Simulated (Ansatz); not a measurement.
# NH₃Br (doublet): correlated methods under varied settings at distance N1–H4 along a hydrogen transfer = 1.057 Å

Aim: run NH₃Br (doublet) at one geometry under a spread of methods and options, and see what each costs and gives.

Program: Ansatz 0.2.0, Gaussian basis. Level of theory: the settings change from run to run. These are calculated values, not measurements.

5 further runs of the same task are left out: 2 for a mislabelled method, 2 that didn't finish, 1 set aside as unsound or not needed.

## 1. The geometry

The geometry derives from fragments relaxed apart (PBE0/def2-TZVP) and kept rigid, so it is no stationary point. A hydrogen atom is moved between rigid fragments. No spin-orbit coupling is included. The filled d shell of Br may be among the frozen orbitals whatever the setting's name suggests; the logs give the count.

5 atoms, charge 0, spin multiplicity 2.

Atoms are counted from 1 here; the program's logs count them from 0.

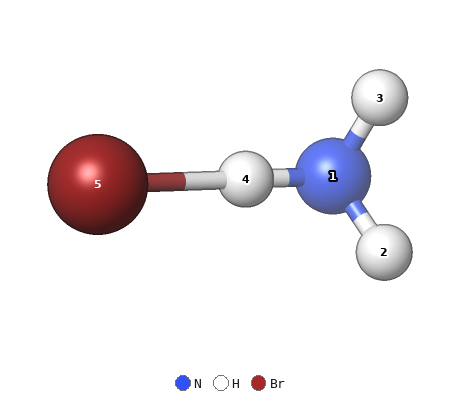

The structure; nitrogen blue, hydrogen white, bromine red; atoms are numbered from 1 in the order of the file.

## 2. CASSCF(15,8)/STO-3G

in.yaml

```yaml
crystal:
  periodic: [false, false, false]
  atoms:
    - {symbol: N, position_ang: [-2.354914, -0.005881, -0.009153]}
    - {symbol: H, position_ang: [-2.652193, 0.961952, -0.009152]}
    - {symbol: H, position_ang: [-2.652193, -0.408181, 0.871107]}
    - {symbol: H, position_ang: [-1.297914, -0.005881, -0.009153]}
    - {symbol: Br, position_ang: [0.496086, -0.005880, -0.009153]}
basis:
  gaussian: {orbitals: STO-3G}
magnetization: {spin_polarized: false, initial_magnetization: 1}
correlation: {active_space: {window: {electrons: 15, orbitals: 8}}}
output: {forces: true}
```

The run is started by

```console
$ ansatz run in.yaml --threads 1 --pin off --events-out ev --progress --plain --max-ram 2393MiB
```

Log:

```text
Functional definition: HF
  name "HF"
  cite "Fock, Z. Phys. 61, 126 (1930) doi:10.1007/BF01340294"
  parent pbe
  exchange = exact_x
  correlation = 0
280 factors; integrals over basis functions are off by at most 2.7e-5 eV
mean field evaluation 1: about -70749.0232 eV, gradient 1.1e1 eV
mean field evaluation 2: about -70749.0651 eV, gradient 1.1e1 eV
mean field evaluation 4: about -70749.9477 eV, gradient 1.9e1 eV
mean field evaluation 8: about -70751.1353 eV, gradient 1.2e-1 eV
mean field evaluation 16: about -70751.3803 eV, gradient 1.8e-2 eV
mean field evaluation 32: about -70751.3720 eV, gradient 1.1e0 eV
mean field evaluation 64: about -70751.2226 eV, gradient 1.9e0 eV
mean field evaluation 96: about -70751.0672 eV, gradient 7.3e-2 eV
mean field -70751.38007110 eV, -2600.0652606050 hartree, gradient 1.5e-6 eV, S^2 0.750000; 14 other end points of the search recorded, 0 dependent functions left out
reference -70751.38007110 eV, -2600.0652606050 hartree; 23, 22 occupied and 3, 4 virtual orbitals, 280 factors
state -70751.38007110 eV, -2600.0652606050 hartree
the calculation of the forces begins
Total energy: -70751.38007110 eV, -2600.0652606050 hartree
Atom 0 at    -2.354914    -0.005881    -0.009153 Å, force     0.476501    -0.893734    -1.391107 eV/Å
Atom 1 at    -2.652193     0.961952    -0.009152 Å, force    -0.144375     1.013630     0.194117 eV/Å
Atom 2 at    -2.652193    -0.408181     0.871107 Å, force    -0.144375    -0.244784     1.002601 eV/Å
Atom 3 at    -1.297914    -0.005881    -0.009153 Å, force    -2.545449     0.116578     0.181457 eV/Å
Atom 4 at     0.496086    -0.005880    -0.009153 Å, force     2.357698     0.008309     0.012932 eV/Å
Dipole moment:     0.090442     0.186494     0.290280 e Å
```

Wall time 0.75 s (1 thread of Arm Neoverse V2, shared host).

From the report: 8 determinants; active occupations 2.00, 2.00, 2.00, 2.00, 2.00, 2.00, 2.00, 1.00. With so small a space the active step adds no correlation: the energy is the mean field's.

## 3. CASSCF(1,8)/cc-pVDZ

Edit in.yaml of step 2 so:

```diff
@@ -9,5 +9,4 @@
 basis:
-  gaussian: {orbitals: STO-3G}
+  gaussian: {orbitals: cc-pVDZ}
 magnetization: {spin_polarized: false, initial_magnetization: 1}
-correlation: {active_space: {window: {electrons: 15, orbitals: 8}}}
-output: {forces: true}
+correlation: {active_space: {window: {electrons: 1, orbitals: 8}, states: [{multiplicity: 2, weights: [0.5, 1, 0.5, 0.5]}], root: 0}}
```

The command is unchanged.

Log, shortened:

```text
Functional definition: HF
  name "HF"
  cite "Fock, Z. Phys. 61, 126 (1930) doi:10.1007/BF01340294"
  parent pbe
[...]
1067 factors; integrals over basis functions are off by at most 2.5e-7 eV
[...]
mean field -71525.89637371 eV, -2628.5282097398 hartree, gradient 1.6e-6 eV, S^2 0.750000; 12 other end points of the search recorded, 0 dependent functions left out
reference -71525.89637371 eV, -2628.5282097398 hartree; 23, 22 occupied and 33, 34 virtual orbitals, 1067 factors
state -71525.13599949 eV, -2628.5002665029 hartree
state -71515.83377148 eV, -2628.1584159287 hartree
state -71514.07203201 eV, -2628.0936731974 hartree
state -71511.05643198 eV, -2627.9828519403 hartree
Total energy: -71525.13599949 eV, -2628.5002665029 hartree
```

It took 9 s on 1 thread of Arm Neoverse V2, shared host.

From the report: 8 determinants; active occupations (of the averaged states) 0.40, 0.20, 0.20, 0.20, 0.00, 0.00, 0.00, 0.00.

## 4. CASCI(13,7)/STO-3G

Edit in.yaml of step 3 so:

```diff
@@ -9,4 +9,6 @@
 basis:
-  gaussian: {orbitals: cc-pVDZ}
+  gaussian: {orbitals: STO-3G, point_charges: [{charge: 1.00, position_ang: [5.044, -0.644, -0.965]}]}
 magnetization: {spin_polarized: false, initial_magnetization: 1}
-correlation: {active_space: {window: {electrons: 1, orbitals: 8}, states: [{multiplicity: 2, weights: [0.5, 1, 0.5, 0.5]}], root: 0}}
+correlation: {active_space: {window: {electrons: 13, orbitals: 7}, fixed_orbitals: true}}
+scf: {lower_state_search: light}
+output: {forces: true}
```

Same command.

Log, shortened:

```text
Functional definition: HF
  name "HF"
  cite "Fock, Z. Phys. 61, 126 (1930) doi:10.1007/BF01340294"
  parent pbe
[...]
280 factors; integrals over basis functions are off by at most 2.7e-5 eV
[...]
mean field -70751.34604334 eV, -2600.0640101078 hartree, gradient 2.8e-6 eV, S^2 0.750000; 11 other end points of the search recorded, 0 dependent functions left out
reference -70751.34604334 eV, -2600.0640101078 hartree; 23, 22 occupied and 3, 4 virtual orbitals, 280 factors
state -70751.34604334 eV, -2600.0640101078 hartree
[...]
Total energy: -70751.34604334 eV, -2600.0640101078 hartree
Atom 0 at    -2.354914    -0.005881    -0.009153 Å, force     0.365783    -0.921333    -1.432747 eV/Å
Atom 1 at    -2.652193     0.961952    -0.009152 Å, force    -0.155093     1.054014     0.174100 eV/Å
Atom 2 at    -2.652193    -0.408181     0.871107 Å, force    -0.155383    -0.279547     1.031127 eV/Å
Atom 3 at    -1.297914    -0.005881    -0.009153 Å, force    -2.213582     0.124555     0.193168 eV/Å
Atom 4 at     0.496086    -0.005880    -0.009153 Å, force     2.148344     0.035275     0.054163 eV/Å
Dipole moment:    -0.022770     0.190297     0.296176 e Å
```

It took 0.66 s on 1 thread of Arm Neoverse V2, shared host.

From the report: 7 determinants; active occupations 2.00, 2.00, 2.00, 2.00, 2.00, 2.00, 1.00. With so small a space the active step adds no correlation: the energy is the mean field's.

## 5. FCI/STO-3G

in.yaml

```yaml
crystal:
  periodic: [false, false, false]
  atoms:
    - {symbol: N, position_ang: [-2.354914, -0.005881, -0.009153]}
    - {symbol: H, position_ang: [-2.652193, 0.961952, -0.009152]}
    - {symbol: H, position_ang: [-2.652193, -0.408181, 0.871107]}
    - {symbol: H, position_ang: [-1.297914, -0.005881, -0.009153]}
    - {symbol: Br, position_ang: [0.496086, -0.005880, -0.009153]}
basis:
  gaussian: {orbitals: STO-3G}
magnetization: {spin_polarized: false, initial_magnetization: 1}
correlation: {method: fci, electrons: outside_noble_gas}
accuracy: high
```

Same command.

Log, shortened:

```text
Functional definition: HF
  name "HF"
  cite "Fock, Z. Phys. 61, 126 (1930) doi:10.1007/BF01340294"
  parent pbe
[...]
341 factors; integrals over basis functions are off by at most 7.3e-8 eV
[...]
mean field -70751.38013006 eV, -2600.0652627719 hartree, gradient 1.2e-8 eV, S^2 0.750000; 14 other end points of the search recorded, 0 dependent functions left out
[...]
determinant -70751.38013006 eV, -2600.0652627719 hartree, with singles and doubles -70753.31616015 eV, -2600.1364105653 hartree
determinant -70751.12343949 eV, -2600.0558295672 hartree, with singles and doubles -70752.89854281 eV, -2600.1210634112 hartree
determinant -70751.11101791 eV, -2600.0553730827 hartree, with singles and doubles -70752.87752496 eV, -2600.1202910194 hartree
determinant -70751.38013006 eV, -2600.0652627719 hartree, with singles and doubles -70753.31736385 eV, -2600.1364548004 hartree
determinant -70751.12343949 eV, -2600.0558295672 hartree, with singles and doubles -70752.89577005 eV, -2600.1209615140 hartree
determinant -70751.11101791 eV, -2600.0553730827 hartree, with singles and doubles -70752.87747249 eV, -2600.1202890913 hartree
15 core orbitals not correlated: weight in the atoms' cores, before any rotation towards them, 1.000 or more for the frozen orbitals, at most 0.000 for the correlated occupied ones
reference -70751.38013006 eV, -2600.0652627719 hartree; 8, 7 occupied and 3, 4 virtual orbitals, 341 factors
state -70753.32620716 eV, -2600.1367797863 hartree
Total energy: -70753.32620716 eV, -2600.1367797863 hartree
```

Run time: 1.5 s. Hardware: 1 thread of Arm Neoverse V2, shared host.

From the report: 27,280 determinants, symmetry A'.

## 6. CCSD(T) on UHF/cc-pVDZ

Edit in.yaml of step 5 so:

```diff
@@ -9,5 +9,5 @@
 basis:
-  gaussian: {orbitals: STO-3G}
-magnetization: {spin_polarized: false, initial_magnetization: 1}
-correlation: {method: fci, electrons: outside_noble_gas}
-accuracy: high
+  gaussian: {orbitals: cc-pVDZ}
+magnetization: {spin_polarized: true, initial_magnetization: 1}
+hamiltonian: {pseudopotentials: {relativity: scalar}}
+correlation: {method: ccsd_t, electrons: valence}
```

Same command.

Log, shortened:

```text
Functional definition: HF
  name "HF"
  cite "Fock, Z. Phys. 61, 126 (1930) doi:10.1007/BF01340294"
  parent pbe
[...]
580 factors; integrals over basis functions are off by at most 1.3e-3 eV
[...]
mean field -72197.76155386 eV, -2653.2187997039 hartree, gradient 2.9e-6 eV, S^2 0.767662; 12 other end points of the search recorded, 0 dependent functions left out
determinant -72197.76155386 eV, -2653.2187997039 hartree, with singles and doubles -72206.77124259 eV, -2653.5498996578 hartree
determinant -72197.32481523 eV, -2653.2027498553 hartree, with singles and doubles -72206.26498695 eV, -2653.5312951062 hartree
determinant -72197.28198858 eV, -2653.2011760048 hartree, with singles and doubles -72206.19863569 eV, -2653.5288567424 hartree
determinant -72197.76155386 eV, -2653.2187997039 hartree, with singles and doubles -72206.77648413 eV, -2653.5500922809 hartree
determinant -72197.32481523 eV, -2653.2027498553 hartree, with singles and doubles -72206.26480726 eV, -2653.5312885028 hartree
10 core orbitals not correlated: weight in the atoms' cores, before any rotation towards them, 1.000 or more for the frozen orbitals, at most 0.000 for the correlated occupied ones
reference -72197.76155386 eV, -2653.2187997039 hartree; 13, 12 occupied and 33, 34 virtual orbitals, 580 factors
second order -8.24548898 eV of doubles, -0.00000000 eV of singles
cycle   1  -9.01493073 eV  change   -4.5e-7 eV  update   1.6e-6
perturbative correction -0.18081774 eV, -0.0066449296 hartree
Total energy: -72206.95730233 eV, -2653.5567372272 hartree
Relativity: scalar
```

It took 21 s on 1 thread of Arm Neoverse V2, shared host.

From the report: ⟨S²⟩ of the determinant 0.768 (pure doublet: 0.75); correlation -9.1957 eV; T1 0.019; largest double amplitude 0.04.

## 7. CCSD on ROHF/cc-pVDZ

Edit in.yaml of step 6 so:

```diff
@@ -10,4 +10,3 @@
   gaussian: {orbitals: cc-pVDZ}
-magnetization: {spin_polarized: true, initial_magnetization: 1}
-hamiltonian: {pseudopotentials: {relativity: scalar}}
-correlation: {method: ccsd_t, electrons: valence}
+magnetization: {spin_polarized: false, initial_magnetization: 1}
+correlation: {method: ccsd, electrons: outside_noble_gas}
```

Launched as before.

Log, shortened:

```text
Functional definition: HF
  name "HF"
  cite "Fock, Z. Phys. 61, 126 (1930) doi:10.1007/BF01340294"
  parent pbe
[...]
580 factors; integrals over basis functions are off by at most 1.3e-3 eV
[...]
mean field -71525.89631260 eV, -2628.5282074943 hartree, gradient 1.6e-6 eV, S^2 0.750000; 14 other end points of the search recorded, 0 dependent functions left out
[...]
determinant -71525.89631260 eV, -2628.5282074943 hartree, with singles and doubles -71534.76328284 eV, -2628.8540626403 hartree
determinant -71525.50467545 eV, -2628.5138150945 hartree, with singles and doubles -71534.25011920 eV, -2628.8352042243 hartree
determinant -71525.46100542 eV, -2628.5122102503 hartree, with singles and doubles -71534.18195988 eV, -2628.8326994156 hartree
determinant -71525.89631260 eV, -2628.5282074943 hartree, with singles and doubles -71534.77074169 eV, -2628.8543367482 hartree
determinant -71525.50467545 eV, -2628.5138150945 hartree, with singles and doubles -71534.24987705 eV, -2628.8351953254 hartree
15 core orbitals not correlated: weight in the atoms' cores, before any rotation towards them, 1.000 or more for the frozen orbitals, at most 0.000 for the correlated occupied ones
reference -71525.89631260 eV, -2628.5282074943 hartree; 8, 7 occupied and 33, 34 virtual orbitals, 580 factors
second order -8.00048599 eV of doubles, -0.08305352 eV of singles
cycle   1  -8.87443077 eV  change   -1.7e-6 eV  update   2.3e-6
Total energy: -71534.77074338 eV, -2628.8543368099 hartree
```

Run time: 10 s. Hardware: 1 thread of Arm Neoverse V2, shared host.

From the report: correlation -8.8744 eV; T1 0.034; largest double amplitude 0.04.

## 8. The runs in one table

Where basis and cores are those of an earlier UCCSDT(Q)/cc-pVDZ run (-71534.9797 eV), and the state is the same kind, the miss against it is given.

```csv
level,correlated,functions,energy (eV),from UCCSDT(Q) (meV),time
"CASSCF(15,8)/STO-3G",,26,-70751.3801,,0.75 s
"CASSCF(1,8)/cc-pVDZ (lowest root of an average)",,56,-71525.1360,,9 s
"CASCI(13,7)/STO-3G (beside a point charge)",,26,-70751.3460,,0.66 s
FCI/STO-3G,outside noble gas,26,-70753.3262,,1.5 s
CCSD(T) on UHF/cc-pVDZ (relativity set),valence,56,-72206.9573,,21 s
CCSD on ROHF/cc-pVDZ,outside noble gas,56,-71534.7707,209.0,10 s
```

## 9. Results

| quantity | value |
| --- | --- |
| runs | 6 |
| quickest | CASCI(13,7)/STO-3G (beside a point charge), 0.66 s |
| slowest | CCSD(T) on UHF/cc-pVDZ (relativity set), 21 s |

**Reading.** Total energies in different bases, with other cores or another treatment of relativity can't be set against each other. CCSD(T) on UHF/cc-pVDZ (relativity set) took 31 times as long as CASCI(13,7)/STO-3G (beside a point charge); the jobs differ in more than the method.
